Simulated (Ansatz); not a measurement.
# RbMnF3 (Pm-3m): the cell at rest

Wanted: the relaxed cell of RbMnF3 (Pm-3m).

Main program and level: Ansatz 0.2.0; DFT PBEsol, scalar-relativistic, plane waves, PAW; PAW set soft_1.

## Step 1: Starting point

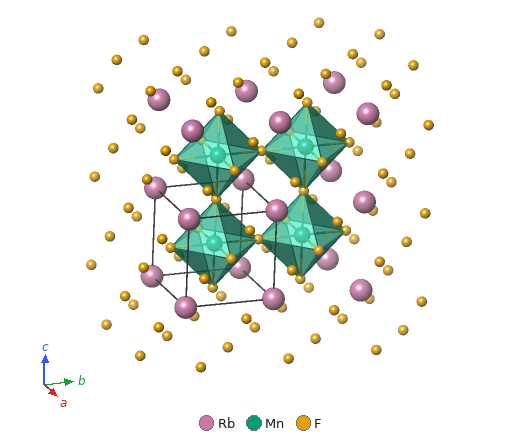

The cell as given, slightly off an axis (rubidium pink, manganese teal, fluorine orange). 1×2×2 cells are drawn. Some periodic images of atoms are drawn too.

## Step 2: A magnetic order at the starting cell, 5 atoms

Phonons depend on the magnetic state, so simple orders are compared first, at the starting cell. This run starts ferromagnetic.

The input, input.yaml:

```yaml
crystal:
  lattice:
    - [4.23247214, 0.0, 0.0]
    - [0.0, 4.23247214, 0.0]
    - [0.0, 0.0, 4.23247214]
  atoms:
    - { symbol: Rb, position: [0.0, 0.0, 0.0] }
    - { symbol: Mn, position: [0.5, 0.5, 0.5], spin: 4.0 }
    - { symbol: F, position: [0.5, 0.0, 0.5] }
    - { symbol: F, position: [0.5, 0.5, 0.0] }
    - { symbol: F, position: [0.0, 0.5, 0.5] }
kpoints:
  mp_grid: { grid: [8, 8, 8] }
hamiltonian:
  xc: pbesol
  pseudopotentials: { kind: paw, azcp: { folder: soft_1 }, xc_functional: pbe }
scf:
  occupations: { method: gaussian, width: 0.05 }
  max_iter: 100
output:
  forces: true
  stress: true
  eigenvalues: true
  populations: true
magnetization:
  spin_polarized: true
```

Launch:

```console
> ansatz run input.yaml --threads 4 --pin off --max-ram 10240MiB --backend cpu --events-out ev --progress --plain --runs-dir out
```

Numbers of over 12 decimals in the logs are rounded to 6 here.

The log of the run:

```text
Engine: ansatz 0.2.0, aarch64-unknown-linux-gnu
Pseudopotentials: kind: paw
Pseudopotential: Rb, paw, valence charge 9, recommended cutoff 420 eV (normal), soft_1/Rb.paw.azcp
Pseudopotential: Mn, paw, valence charge 15, recommended cutoff 420 eV (normal), soft_1/Mn.paw.azcp
Pseudopotential: F, paw, valence charge 7, recommended cutoff 420 eV (normal), soft_1/F.paw.azcp
[...]
k-point 34 ↓: bands = [... 19 lower, 3.0971, 10.0772, 10.0772, 10.0772, 11.5808, 11.5808, 12.8747, 12.8747, ... 3 higher]
--- Löwdin populations: 5 sites ---
  site symbol       q [e]    m [muB]
     0     Rb      8.1687     0.0028
     1     Mn     13.6184     4.7285
     2      F      7.6760     0.0817
     3      F      7.6760     0.0817
     4      F      7.6760     0.0817
  spilling = 0.004110 (of n_electrons = 45.000000)
[key lines of the parts left out:]
SCF converged after 10 iterations
Magnetization: 5.0000 μB (25.0000 up, 20.0000 down)
Free energy (F): -9491.219409 eV
Fermi energy:    8.347989 eV
P = ⅓ Tr σ = -0.4414 GPa (-4.414 kbar)
```

The job ended after 4.3 s (4 threads of Arm Neoverse V1, shared host; peak memory 0.45 GiB).

Numbers from this step:

```yaml
magnetization: 5 μB
absolute_magnetization: 5.005 μB
site_moments: 7.96e-4, 4.172, 0.07542, 0.07542, 0.07542 μB
pressure: -0.4414 GPa
gap_on_the_k_mesh: 1.372 eV
volume_per_atom: 15.16 Å³
gap_by_spin: 1.372, 6.116 eV
direct_gap_on_mesh: 2.054 eV
```

At this level the gap is 1.37 eV on the k-mesh of the self-consistent run, which can miss the band edges. The cell carries a net spin moment of 5.00 μB and an absolute one of 5.00 μB.

## Step 3: A magnetic order at the starting cell, 10 atoms

Phonons depend on the magnetic state, so simple orders are compared first, at the starting cell. This run starts antiferromagnetic, q = (0.5, 0.5, 0.5).

System of this step: RbMnF3 (Pm-3m). The structure is cubic, space group Pm-3m (No. 221). The conventional cell has a = 4.232 Å, b = 4.232 Å, c = 4.232 Å, α = 90.00°, β = 90.00°, γ = 90.00°. Nearest to Rb lie 12 F at 2.99 Å. Nearest to Mn lie 6 F at 2.12 Å. Nearest to F lie 2 Mn at 2.12 Å and 4 Rb at 2.99 Å. Farther neighbours and most contacts between anions are not listed.

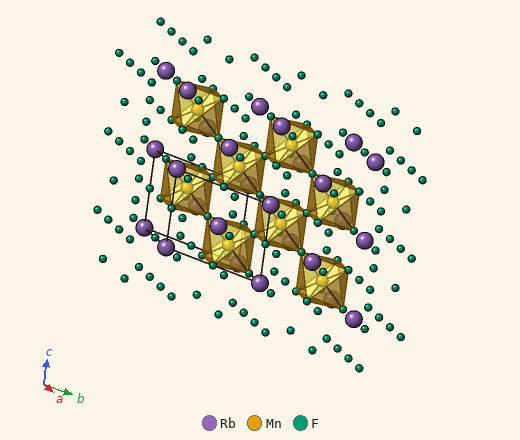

The cell of this step (rubidium purple, manganese orange, fluorine teal). 1×2×2 cells are drawn. Some periodic images of atoms are drawn too.

input.yaml, the sections that differ from step 2:

```yaml
crystal:
  lattice:
    - [4.23247214, 4.23247214, 0.0]
    - [4.23247214, 0.0, 4.23247214]
    - [4.23247214, 0.0, -4.23247214]
  atoms:
    - { symbol: Rb, position: [0.0, 0.0, 0.0] }
    - { symbol: Rb, position: [0.0, 0.5, 0.5] }
    - { symbol: Mn, position: [0.5, 0.25, 0.75], spin: 4.0 }
    - { symbol: Mn, position: [0.5, 0.75, 0.25], spin: -4.0 }
    - { symbol: F, position: [0.0, 0.5, 0.0] }
    - { symbol: F, position: [0.0, 0.0, 0.5] }
    - { symbol: F, position: [0.5, 0.0, 0.0] }
    - { symbol: F, position: [0.5, 0.5, 0.5] }
    - { symbol: F, position: [0.5, 0.0, 0.5] }
    - { symbol: F, position: [0.5, 0.5, 0.0] }
# kpoints, hamiltonian, scf, output, magnetization: as in step 2
```

The log of the run:

```text
[...]
Crystal: 10 atoms, lattice volume = 151.639 Å³
Basis set: ecut = 420 eV, 2975 PW (Γ), exchange–correlation on 90×90×90 points (8 copies of the dense FFT grid, shifted against one another)
Bands: 59, of which v1, the nominal top of the filled ones, is band 45 counted from 1 (44 counted from 0)
Symmetry: 48 space group operations
[...]
site symbol       q [e]    m [muB]
     0     Rb      8.1679     0.0000
     1     Rb      8.1679     0.0000
     2     Mn     13.6364     4.6535
     3     Mn     13.6363    -4.6535
     4      F      7.6714     0.0000
     5      F      7.6714     0.0000
     6      F      7.6714     0.0000
     7      F      7.6714     0.0000
     8      F      7.6714     0.0000
     9      F      7.6714     0.0000
  spilling = 0.004036 (of n_electrons = 90.000000)
[key lines of the parts left out:]
SCF converged after 11 iterations
Magnetization: 0.0000 μB (45.0000 up, 45.0000 down)
Free energy (F): -18982.592114 eV
Fermi energy:    8.071937 eV
P = ⅓ Tr σ = -1.1473 GPa (-11.473 kbar)
```

The job ended after 15 s (4 threads; peak memory 0.8 GiB).

Numbers from this step:

| Item | Value |
| --- | --- |
| absolute magnetization | 9.449 μB |
| pressure | -1.147 GPa |
| gap on the k-mesh | 2.625 eV |
| gap by spin | 2.625, 2.625 eV |
| direct gap on mesh | 2.783 eV |

At this level the gap is 2.62 eV on the k-mesh of the self-consistent run, which can miss the band edges. The cell carries a net spin moment of 0.00 μB and an absolute one of 9.45 μB, so the moments cancel.

## Step 4: A magnetic order at the starting cell, 10 atoms (run 2)

Phonons depend on the magnetic state, so simple orders are compared first, at the starting cell. This run starts antiferromagnetic, q = (0, 0, 0.5).

input.yaml, the sections that differ from step 3:

```yaml
crystal:
  lattice:
    - [4.23247214, 0.0, 0.0]
    - [0.0, 4.23247214, 0.0]
    - [0.0, 0.0, 8.46494428]
  atoms:
    - { symbol: Rb, position: [0.0, 0.0, 0.0] }
    - { symbol: Rb, position: [0.0, 0.0, 0.5] }
    - { symbol: Mn, position: [0.5, 0.5, 0.25], spin: 4.0 }
    - { symbol: Mn, position: [0.5, 0.5, 0.75], spin: -4.0 }
    - { symbol: F, position: [0.5, 0.0, 0.25] }
    - { symbol: F, position: [0.5, 0.0, 0.75] }
    - { symbol: F, position: [0.5, 0.5, 0.0] }
    - { symbol: F, position: [0.5, 0.5, 0.5] }
    - { symbol: F, position: [0.0, 0.5, 0.25] }
    - { symbol: F, position: [0.0, 0.5, 0.75] }
kpoints:
  mp_grid: { grid: [8, 8, 4] }
# hamiltonian, scf, output, magnetization: as in step 3
```

The log of the run:

```text
[...]
Crystal: 10 atoms, lattice volume = 151.639 Å³
Basis set: ecut = 420 eV, 2965 PW (Γ), exchange–correlation on 60×60×120 points (8 copies of the dense FFT grid, shifted against one another)
Bands: 59, of which v1, the nominal top of the filled ones, is band 45 counted from 1 (44 counted from 0)
Symmetry: 16 space group operations
[...]
site symbol       q [e]    m [muB]
     0     Rb      8.1684     0.0000
     1     Rb      8.1684     0.0000
     2     Mn     13.6251     4.7018
     3     Mn     13.6251    -4.7018
     4      F      7.6753     0.0799
     5      F      7.6753    -0.0799
     6      F      7.6722     0.0000
     7      F      7.6722     0.0000
     8      F      7.6753     0.0799
     9      F      7.6753    -0.0799
  spilling = 0.004083 (of n_electrons = 90.000000)
[key lines of the parts left out:]
SCF converged after 11 iterations
Magnetization: 0.0000 μB (45.0000 up, 45.0000 down)
Free energy (F): -18982.494796 eV
Fermi energy:    8.465143 eV
P = ⅓ Tr σ = -0.6949 GPa (-6.949 kbar)
```

Run time: 14 s. Hardware: 4 threads; peak memory 0.86 GiB; 56 s of CPU time.

The cell carries a net spin moment of 0.00 μB and an absolute one of 9.81 μB, so the moments cancel.

## Step 5: The orders compared

An antiferromagnetic start is carried into the relaxation if it ends more than 3 meV per atom below the ferromagnetic start.

Numbers from this step:

- start carried on: antiferromagnetic, q = (0.5, 0.5, 0.5)

Orders, by row:

| starting order | atoms | energy from the first start (meV/atom) | largest moment (μB) | gap on mesh (eV) | net moment of the cell (μB) | order kept |
| --- | --- | --- | --- | --- | --- | --- |
| ferromagnetic | 5 | 0 | 4.17 | 1.37 | 5 | yes |
| antiferromagnetic, q = (0.5, 0.5, 0.5) | 10 | -15.3 | 4.11 | 2.62 | 0 | yes |
| antiferromagnetic, q = (0, 0, 0.5) | 10 | -5.6 | 4.15 | 1.58 | 0 | yes |

The start carried on is the antiferromagnetic, q = (0.5, 0.5, 0.5) one.

## Step 6: Probe on a coarse mesh

A quick single point on a coarse mesh tells whether the cell has a gap and how far it is from rest, which sets the k mesh and smearing that follow.

input.yaml, the sections that differ from step 4:

```yaml
crystal:
  lattice:
    - [4.23247214, 4.23247214, 0.0]
    - [4.23247214, 0.0, 4.23247214]
    - [4.23247214, 0.0, -4.23247214]
  atoms:
    - { symbol: Rb, position: [0.0, 0.0, 0.0] }
    - { symbol: Rb, position: [0.0, 0.5, 0.5] }
    - { symbol: Mn, position: [0.5, 0.25, 0.75], spin: 4.0 }
    - { symbol: Mn, position: [0.5, 0.75, 0.25], spin: -4.0 }
    - { symbol: F, position: [0.0, 0.5, 0.0] }
    - { symbol: F, position: [0.0, 0.0, 0.5] }
    - { symbol: F, position: [0.5, 0.0, 0.0] }
    - { symbol: F, position: [0.5, 0.5, 0.5] }
    - { symbol: F, position: [0.5, 0.0, 0.5] }
    - { symbol: F, position: [0.5, 0.5, 0.0] }
kpoints:
  mp_grid: { grid: [4, 4, 4] }
scf:
  occupations: { method: gaussian, width: 0.1 }
  lower_state_search: "off"
# hamiltonian, output, magnetization: as in step 4
```

The log of the run:

```text
[...]
Crystal: 10 atoms, lattice volume = 151.639 Å³
Basis set: ecut = 420 eV, 2975 PW (Γ), exchange–correlation on 90×90×90 points (8 copies of the dense FFT grid, shifted against one another)
Bands: 59, of which v1, the nominal top of the filled ones, is band 45 counted from 1 (44 counted from 0)
Symmetry: 48 space group operations
[...]
site symbol       q [e]    m [muB]
     0     Rb      8.1676     0.0000
     1     Rb      8.1676     0.0000
     2     Mn     13.6364     4.6535
     3     Mn     13.6364    -4.6535
     4      F      7.6714     0.0000
     5      F      7.6714     0.0000
     6      F      7.6714     0.0000
     7      F      7.6714     0.0000
     8      F      7.6714     0.0000
     9      F      7.6714     0.0000
  spilling = 0.004036 (of n_electrons = 90.000000)
[key lines of the parts left out:]
SCF converged after 13 iterations
Magnetization: 0.0000 μB (45.0000 up, 45.0000 down)
Free energy (F): -18982.591563 eV
Fermi energy:    8.075731 eV
P = ⅓ Tr σ = -1.1479 GPa (-11.479 kbar)
```

It took 5.1 s on 4 threads; peak memory 0.62 GiB.

This step gave:

```
absolute magnetization : 9.449 μB
pressure               : -1.148 GPa
gap on the k-mesh      : 2.624 eV
gap by spin            : 2.625, 2.624 eV
direct gap on mesh     : 2.782 eV
```

The coarse mesh shows a gap of 2.62 eV and a pressure of -1.1 GPa.

(Continued in part 2 of 2.)

[Logs are printed without paths, hosts, clocks, repeated set-up lines and the standing remarks that a program may print on its own settings, such as how far it seeks lower states.]

[Hosts, paths, dates, database ids (printed as entryN), source tags and the programs' standing remarks are cut or masked in the printed files.]
